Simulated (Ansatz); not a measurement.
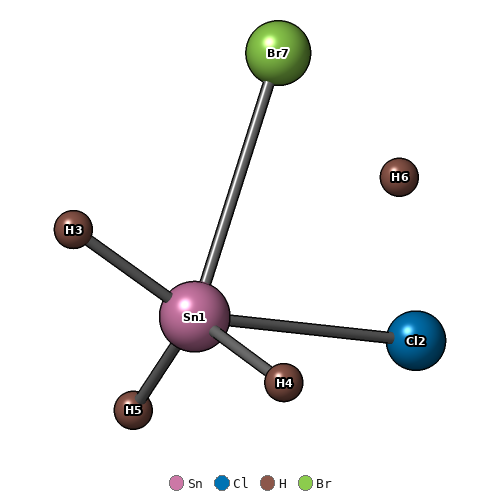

The system is the reacting system BrClH4Sn (fragments ClH₃Sn + BrH where the first distance is long, BrH₃Sn + ClH where the second is long); the picture shows the reference structure. 
- Coordinates scanned: (1) distance Sn1–Br7 (bond that forms); (2) distance Sn1–Cl2 (bond that breaks).
- Relaxed at each point: all other coordinates.
- The grid has 10 × 10 points.
- Points are written as (first, second).
- All energies are given in kcal/mol relative to the lowest grid point.
- Energies and slopes of some neighbouring points disagree (a jump in structure or state, or too coarse a mesh). The reference is spin-restricted, so regions where a bond is pulled apart into radicals lie too high.
- The calculation used RKS PBE-D4/def2-SVP in Ansatz.

Its coordinates:

```
atom    x (Å)    y (Å)    z (Å)
  Sn  -0.7757   0.3510  -0.2749
  Cl   0.3615  -1.8354   1.0945
   H  -0.6660   1.8040  -1.2165
   H  -1.4991   0.7042   1.2447
   H  -1.4269  -0.8947  -1.2679
   H   1.7853  -0.9025   0.6990
  Br   2.2210   0.7736  -0.2789
```

Range: distance Sn1–Br7 (bond that forms) from 2.331 to 3.831 Å; distance Sn1–Cl2 (bond that breaks) from 2.169 to 3.969 Å.

**Predict the map.**

The lowest grid point is at (2.560 Å, 3.723 Å). The energy also falls towards the edge at (3.831 Å, 2.444 Å) (2.4 kcal/mol above the lowest), where a further well may lie outside the range. The highest grid point, (2.331 Å, 2.169 Å), lies 81.0 kcal/mol above the lowest.

```tsv
second ↓, first →	2.331	2.427	2.560	2.711	2.875	3.050	3.235	3.427	3.626	3.831
3.969	7.5	2.1	0.1	2.5	8.0	15.4	23.5	31.5	39.1	45.9
3.723	7.5	2.1	0.0	2.2	7.7	14.9	22.8	30.7	38.0	44.5
3.484	8.0	2.6	0.4	2.5	7.7	14.7	22.4	29.9	36.8	43.0
3.253	9.6	4.1	1.7	3.6	8.5	15.2	22.3	29.0	33.4	34.4
3.032	12.8	7.1	4.4	5.9	10.3	16.2	22.2	24.1	24.4	24.7
2.822	18.4	12.4	9.2	10.0	13.3	17.6	16.2	15.4	14.9	14.9
2.625	27.3	20.8	16.8	16.3	15.5	11.9	9.3	7.7	6.9	6.7
2.444	41.0	33.8	28.3	21.2	14.3	9.3	5.9	3.9	2.8	2.4
2.284	60.5	51.9	37.9	26.7	18.5	12.7	8.9	6.6	5.3	4.7
2.169	81.0	63.9	48.5	36.4	27.6	21.5	17.5	15.0	13.6	13.0
```

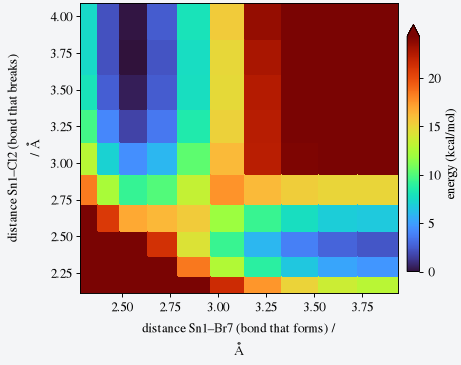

Drawn: one coloured cell a grid point, one colour for all values above the top of the scale.

Each point was launched as `ansatz run input.yaml --threads 1 --pin off --max-ram 2560MiB --backend cpu --events-out ev --progress --plain --runs-dir out`. Time for the 100 points that were run: 22 min on 1 thread of Arm Neoverse V2, on a shared host.
